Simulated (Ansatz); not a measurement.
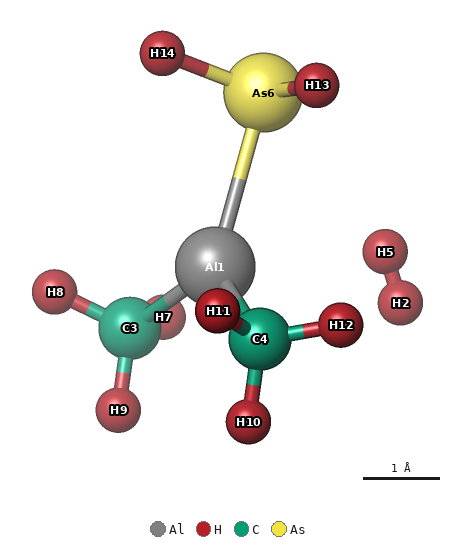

*The structure as given in the input (ball-and-stick view, seen at a tilt; atoms are numbered from 1 in the order of the input). Sticks mark near contacts.*

Bond lengths as drawn: Al–As 2.41 Å, Al–C 1.96 Å, As–H 1.53 to 1.54 Å, C–H 1.10 to 1.11 Å and H–H 0.71 Å.

C2H10AlAs: geometry relaxation (part 1 of 2)

The run: geometry relaxation of C2H10AlAs. Method and program: RKS PBE0-D4/def2-SVP (Ansatz 0.2.0).

It belongs to a series of runs on one base structure; here: end point B relaxed. Figures and captions count atoms from 1; the log counts them from 0 in places.

What the program printed:
```
The last accepted step is kept in [file] (removed where the run ends without a failure and the disk answers)
Engine: ansatz 0.2.0, aarch64-unknown-linux-gnu
Functional definition: PBE0
  parameter a = 0.25
  parameter kappa = 0.804
  parameter beta = 0.06672455060314922
  exchange = (1 - a)*pbe_x(kappa = kappa, mu = beta*pi^2/3) + a*exact_x
  correlation = pbe_c(beta = beta)
1372 factors; integrals over basis functions are off by at most 3.7e-4 eV
mean field evaluation 1: about -69641.7637 eV, gradient 6.0e1 eV
mean field evaluation 2: about -69638.4541 eV, gradient 6.6e1 eV
mean field evaluation 4: about -69650.6685 eV, gradient 2.1e0 eV
mean field evaluation 8: about -69650.6904 eV, gradient 4.6e-2 eV
mean field evaluation 16: about -69650.6904 eV, gradient 1.1e-5 eV
mean field -69650.69043189 eV, -2559.6156624382 hartree, gradient 1.1e-5 eV, S^2 0.000000; 0 other end points of the search recorded, 0 dependent functions left out
the calculation of the forces begins
reference -69650.69046240 eV, -2559.6156635596 hartree; 34, 34 occupied and 94, 94 virtual orbitals, 1372 factors
relax step   1: F+E_penalty+E_count = -69650.92900005 eV  Δ(F+E_penalty+E_count) = +0.000e0 eV  max|allowed force component| = 1.660e0 eV/Å  Δτ_max = 0.0000 Å  (26 SCF iters, accepted)
these checks for a lower state are left out or cut short: starts, cluster_reference, orbital_swaps, neighbouring_geometries, increment
1372 factors; integrals over basis functions are off by at most 3.7e-4 eV
mean field -69650.76914360 eV, -2559.6185550402 hartree, gradient 6.0e-5 eV, S^2 0.000000; 0 other end points of the search recorded, 0 dependent functions left out
[... from here on the field's lines of each further geometry are left out, up to the last ...]
relax step   2: F+E_penalty+E_count = -69651.00541086 eV  Δ(F+E_penalty+E_count) = -7.641e-2 eV  max|allowed force component| = 8.099e-1 eV/Å  Δτ_max = 0.1941 Å  (24 SCF iters, accepted)
relax step   3: F+E_penalty+E_count = -69651.01174921 eV  Δ(F+E_penalty+E_count) = -6.338e-3 eV  max|allowed force component| = 7.049e-1 eV/Å  Δτ_max = 0.1904 Å  (24 SCF iters, accepted)
relax step   4: F+E_penalty+E_count = -69651.03108118 eV  Δ(F+E_penalty+E_count) = -1.933e-2 eV  max|allowed force component| = 4.568e-1 eV/Å  Δτ_max = 0.1911 Å  (27 SCF iters, accepted)
relax step   5: F+E_penalty+E_count = -69651.05573345 eV  Δ(F+E_penalty+E_count) = -2.465e-2 eV  max|allowed force component| = 2.127e-1 eV/Å  Δτ_max = 0.1999 Å  (24 SCF iters, accepted)
relax step   6: F+E_penalty+E_count = -69651.06760756 eV  Δ(F+E_penalty+E_count) = -1.187e-2 eV  max|allowed force component| = 4.574e-1 eV/Å  Δτ_max = 0.1894 Å  (24 SCF iters, accepted)
relax step   7: F+E_penalty+E_count = -69651.07810407 eV  Δ(F+E_penalty+E_count) = -1.050e-2 eV  max|allowed force component| = 2.358e-1 eV/Å  Δτ_max = 0.0818 Å  (24 SCF iters, accepted)
relax step   8: F+E_penalty+E_count = -69651.08784636 eV  Δ(F+E_penalty+E_count) = -9.742e-3 eV  max|allowed force component| = 4.138e-2 eV/Å  Δτ_max = 0.1544 Å  (25 SCF iters, accepted)
relax step   9: F+E_penalty+E_count = -69651.08319242 eV  Δ(F+E_penalty+E_count) = +4.654e-3 eV  max|allowed force component| = 3.310e-1 eV/Å  Δτ_max = 0.1954 Å  (26 SCF iters, rejected (line search))
relax step  10: F+E_penalty+E_count = -69651.09106730 eV  Δ(F+E_penalty+E_count) = -3.221e-3 eV  max|allowed force component| = 2.802e-2 eV/Å  Δτ_max = 0.0977 Å  (24 SCF iters, accepted)
relax step  11: F+E_penalty+E_count = -69651.09309756 eV  Δ(F+E_penalty+E_count) = -2.030e-3 eV  max|allowed force component| = 1.170e-1 eV/Å  Δτ_max = 0.0992 Å  (24 SCF iters, accepted)
relax step  12: F+E_penalty+E_count = -69651.09416358 eV  Δ(F+E_penalty+E_count) = -1.066e-3 eV  max|allowed force component| = 1.019e-1 eV/Å  Δτ_max = 0.0393 Å  (24 SCF iters, accepted)
relax step  13: F+E_penalty+E_count = -69651.09490045 eV  Δ(F+E_penalty+E_count) = -7.369e-4 eV  max|allowed force component| = 1.018e-1 eV/Å  Δτ_max = 0.0683 Å  (23 SCF iters, accepted)
relax step  14: F+E_penalty+E_count = -69651.09569268 eV  Δ(F+E_penalty+E_count) = -7.922e-4 eV  max|allowed force component| = 9.401e-2 eV/Å  Δτ_max = 0.0589 Å  (23 SCF iters, accepted)
relax step  15: F+E_penalty+E_count = -69651.09643204 eV  Δ(F+E_penalty+E_count) = -7.394e-4 eV  max|allowed force component| = 5.629e-2 eV/Å  Δτ_max = 0.0219 Å  (25 SCF iters, accepted)
the calculation of the forces begins
reference -69650.85557728 eV, -2559.6217314194 hartree; 34, 34 occupied and 94, 94 virtual orbitals, 1372 factors
relax step  16: F+E_penalty+E_count = -69651.09684145 eV  Δ(F+E_penalty+E_count) = -4.094e-4 eV  max|allowed force component| = 2.540e-2 eV/Å  Δτ_max = 0.0165 Å  (22 SCF iters, accepted)
```

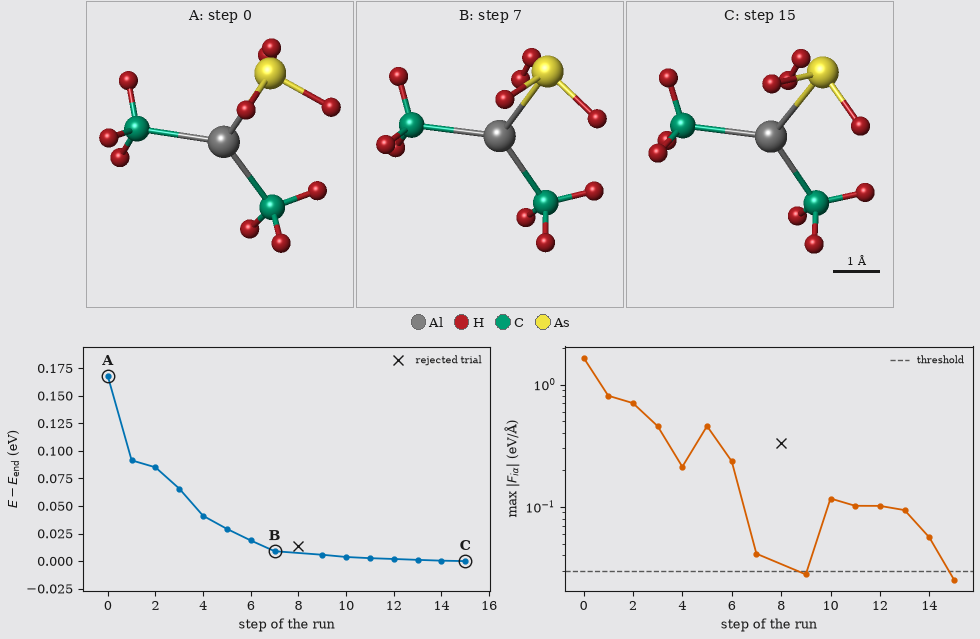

*Frames of the relaxation (ball-and-stick view, seen at a tilt) above the curves, on which the letters mark them (the first geometry is step 0 here and step 1 in the log).*

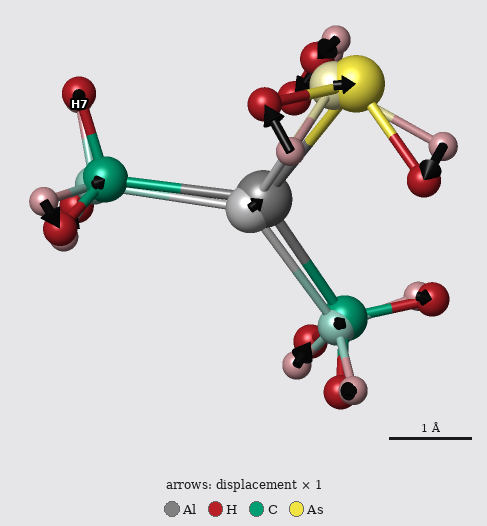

*Start (faint) and end (solid) with the displacements as black arrows, at true length (ball-and-stick view, seen at a tilt). The two geometries are laid on each other by the best rigid fit.*

H13 moves most after the best rigid fit: 0.73 Å. By element the largest moves are H 0.73 Å, As 0.28 Å, Al 0.20 Å, C 0.18 Å. Among the contacts that change: H2–H5 0.707 → 0.767 Å, Al1–As6 2.412 → 2.455 Å, As6–H14 1.537 → 1.527 Å. The energy falls by 0.168 eV in 15 geometry steps. Largest force component: 1.7 eV/Å at the start, 0.025 eV/Å at the end. The line search rejected the trial step at point 8 (counted from 0) and went back. (Atoms are counted from 1 in the order of the input.)

```
1372 factors; integrals over basis functions are off by at most 4.1e-4 eV
mean field -69650.85554728 eV, -2559.6217303170 hartree, gradient 1.6e-5 eV, S^2 0.000000; 1 other end points of the search recorded, 0 dependent functions left out
the calculation of the forces begins
reference -69650.85557728 eV, -2559.6217314194 hartree; 34, 34 occupied and 94, 94 virtual orbitals, 1372 factors
Total energy: -69651.09687144 eV, -2559.6305988164 hartree
Atom 0 at     0.097137    -0.089495    -0.029470 Å, force    -0.003050     0.009204     0.003972 eV/Å
Atom 1 at    -1.660487     1.184873    -0.894984 Å, force     0.005235    -0.002344    -0.008109 eV/Å
Atom 2 at     1.076339     1.565660     0.357647 Å, force     0.025399     0.014247    -0.007681 eV/Å
Atom 3 at    -1.214183    -0.846997     1.217111 Å, force     0.002470    -0.006103    -0.000155 eV/Å
Atom 4 at    -1.403510     0.845623    -1.533107 Å, force    -0.005201     0.002717     0.005607 eV/Å
Atom 5 at     0.755101    -1.381220    -2.011249 Å, force     0.021254    -0.016154     0.015388 eV/Å
Atom 6 at     1.406831     2.086544    -0.556731 Å, force    -0.007499    -0.011598     0.023297 eV/Å
Atom 7 at     1.990590     1.330771     0.932540 Å, force    -0.019872     0.004371    -0.009850 eV/Å
Atom 8 at     0.491906     2.276954     0.965100 Å, force     0.004820    -0.011888    -0.006829 eV/Å
Atom 9 at    -1.745728    -0.077067     1.800472 Å, force    -0.000251     0.002081    -0.000962 eV/Å
Atom 10 at    -0.694302    -1.495247     1.944973 Å, force    -0.002516    -0.000640    -0.000030 eV/Å
Atom 11 at    -1.965179    -1.478395     0.715168 Å, force     0.000363     0.000481     0.001421 eV/Å
Atom 12 at     0.634526    -2.699357    -1.252633 Å, force    -0.007726     0.005634    -0.004663 eV/Å
Atom 13 at     2.230960    -1.222547    -1.654837 Å, force    -0.013426     0.009993    -0.011408 eV/Å
Dipole moment:    -0.163510     0.208985     0.210094 e Å
```

Trajectory as extended XYZ (Å, eV, eV/Å), 16 frames, from step=1 to step=16:
```
14
Properties=species:S:1:pos:R:3:forces:R:3 step=1 energy=-69650.92900
Al    0.2285   -0.0369    0.1158   -0.1413   0.1693   0.3275
H    -1.7928    0.9770   -1.5661   -1.6601   1.3622   1.1056
C     1.0764    1.6968    0.4701    0.0114  -0.0349  -0.0029
C    -1.0827   -0.8635    1.3179    0.0038   0.0366  -0.0048
H    -1.3011    0.5748   -1.8773    1.5813  -1.2831  -1.0591
As    0.8945   -1.1741   -1.9046    0.3051  -0.3654  -0.3027
H     0.9897    2.3625   -0.4055    0.0149   0.0037   0.0023
H     2.1586    1.5721    0.6576   -0.0460   0.0185  -0.0004
H     0.6435    2.2203    1.3380    0.0201  -0.0177  -0.0091
H    -1.4772   -0.1695    2.0792    0.0281  -0.0411  -0.0155
H    -0.6128   -1.7142    1.8467   -0.0387   0.0562  -0.0150
H    -1.9368   -1.2807    0.7588    0.0028  -0.0170   0.0070
H     0.0571   -2.4136   -1.5884    0.0671   0.0395   0.0211
H     2.1551   -1.7510   -1.2420   -0.1483   0.0732  -0.0540
14
Properties=species:S:1:pos:R:3:forces:R:3 step=2 energy=-69651.00541
Al    0.2332   -0.0513    0.1042    0.0138   0.0278  -0.0229
H    -1.8601    1.0375   -1.3944    0.6113  -0.4670  -0.7391
C     1.0755    1.6848    0.4576    0.0001  -0.0096  -0.0088
C    -1.0926   -0.8559    1.3040   -0.0160  -0.0067  -0.0400
H    -1.4086    0.6888   -1.9557   -0.6041   0.4858   0.8099
As    0.9720   -1.2361   -1.9210   -0.0175  -0.0473  -0.0132
H     1.0010    2.3482   -0.4210    0.0069  -0.0034   0.0026
H     2.1544    1.5657    0.6614   -0.0136  -0.0036  -0.0030
H     0.6319    2.2113    1.3180    0.0013  -0.0079  -0.0020
H    -1.4931   -0.1513    2.0512    0.0163  -0.0011  -0.0187
H    -0.6293   -1.6950    1.8543   -0.0098   0.0175  -0.0079
H    -1.9413   -1.2860    0.7463    0.0012  -0.0099   0.0105
H     0.1412   -2.4685   -1.5746    0.0253  -0.0174   0.0010
H     2.2158   -1.7919   -1.2301   -0.0151   0.0428   0.0317
14
Properties=species:S:1:pos:R:3:forces:R:3 step=3 energy=-69651.01175
Al    0.2343   -0.0540    0.0837   -0.0689   0.0496   0.0714
H    -1.9117    1.1009   -1.4044    0.7049  -0.5234  -0.3606
C     1.0725    1.6830    0.4405    0.0246  -0.0176  -0.0182
C    -1.0965   -0.8566    1.2790   -0.0015  -0.0147  -0.0185
H    -1.3550    0.6702   -1.7740   -0.6776   0.5245   0.3855
As    0.9768   -1.2523   -1.9237    0.0199  -0.0826  -0.0914
H     1.0072    2.3443   -0.4403    0.0079  -0.0022   0.0040
H     2.1491    1.5642    0.6562   -0.0116   0.0047   0.0003
H     0.6195    2.2111    1.2951    0.0001  -0.0139  -0.0047
H    -1.5078   -0.1440    2.0126    0.0120  -0.0058  -0.0137
H    -0.6311   -1.6837    1.8454   -0.0140   0.0186  -0.0012
H    -1.9377   -1.3015    0.7215    0.0097  -0.0021   0.0045
H     0.1594   -2.4936   -1.5760    0.0194   0.0064   0.0163
H     2.2210   -1.7881   -1.2156   -0.0248   0.0583   0.0263
14
Properties=species:S:1:pos:R:3:forces:R:3 step=4 energy=-69651.03108
Al    0.1183   -0.0150    0.0109    0.4568  -0.2993  -0.1414
H    -1.7815    1.0868   -1.2659   -0.0211   0.0405   0.1126
C     1.0774    1.6479    0.4029   -0.2310   0.1142   0.0080
C    -1.1215   -0.8690    1.2530   -0.1039   0.1414  -0.0272
H    -1.3369    0.7220   -1.7695    0.0393  -0.0250  -0.0153
As    0.9221   -1.2749   -1.9556   -0.0566   0.0248   0.0163
H     1.0362    2.3370   -0.4568    0.0055   0.0624   0.0200
H     2.1449    1.5043    0.6325    0.0280  -0.1535  -0.0258
H     0.6277    2.1536    1.2721    0.0068   0.1152  -0.0015
H    -1.5298   -0.1342    1.9625   -0.1609  -0.0092   0.0592
H    -0.6211   -1.6469    1.8531    0.1095  -0.0124  -0.0528
H    -1.9493   -1.3658    0.7239   -0.0860   0.0034   0.0503
H     0.2151   -2.5438   -1.4844    0.0455  -0.0070  -0.0036
H     2.1984   -1.6020   -1.1787   -0.0320   0.0045   0.0013
14
Properties=species:S:1:pos:R:3:forces:R:3 step=5 energy=-69651.05573
Al    0.1916   -0.0755    0.0009   -0.2010   0.1198  -0.1130
H    -1.7539    1.1257   -1.0718    0.1365  -0.0938  -0.0357
C     1.0543    1.6505    0.3708    0.0630  -0.0380  -0.0032
C    -1.1389   -0.8525    1.2134    0.0872  -0.0792   0.0525
H    -1.3213    0.7498   -1.5860   -0.1195   0.0896   0.0242
As    0.9485   -1.3138   -1.9935    0.0417  -0.0071   0.2127
H     1.0394    2.3130   -0.5121    0.0077  -0.0296   0.0253
H     2.1174    1.5109    0.6355   -0.0140   0.0198   0.0029
H     0.5759    2.1879    1.2072    0.0111  -0.0273  -0.0327
H    -1.5807   -0.1067    1.8949   -0.0041  -0.0105  -0.0213
H    -0.6526   -1.6202    1.8438   -0.0495   0.0240  -0.0081
H    -1.9541   -1.3629    0.6746    0.0094   0.0062   0.0084
H     0.2700   -2.5980   -1.5147    0.0219   0.0432  -0.0081
H     2.2045   -1.6083   -1.1630    0.0096  -0.0172  -0.1038
14
Properties=species:S:1:pos:R:3:forces:R:3 step=6 energy=-69651.06761
Al    0.1267   -0.0603   -0.0450    0.0926   0.0021  -0.0013
H    -1.6738    1.1494   -0.9019    0.2740  -0.2702  -0.4574
C     1.0406    1.6358    0.3386    0.0144   0.0119   0.0002
C    -1.1717   -0.8513    1.1915    0.0108  -0.0590   0.0488
H    -1.3407    0.8205   -1.5325   -0.2714   0.2468   0.4073
As    0.9527   -1.3363   -1.9883    0.0908  -0.1480   0.1963
H     1.0694    2.2993   -0.5436    0.0095  -0.0278   0.0415
H     2.0915    1.4649    0.6332   -0.0378  -0.0090  -0.0052
H     0.5569    2.1868    1.1629    0.0181   0.0112  -0.0252
H    -1.6379   -0.0971    1.8487   -0.0227  -0.0431  -0.0292
H    -0.6590   -1.5785    1.8502   -0.0416   0.0540  -0.0558
H    -1.9689   -1.4088    0.6701    0.0232   0.0308   0.0492
H     0.3435   -2.6399   -1.4576    0.0379   0.1116  -0.0548
H     2.2704   -1.5846   -1.2265   -0.1977   0.0887  -0.1145
```
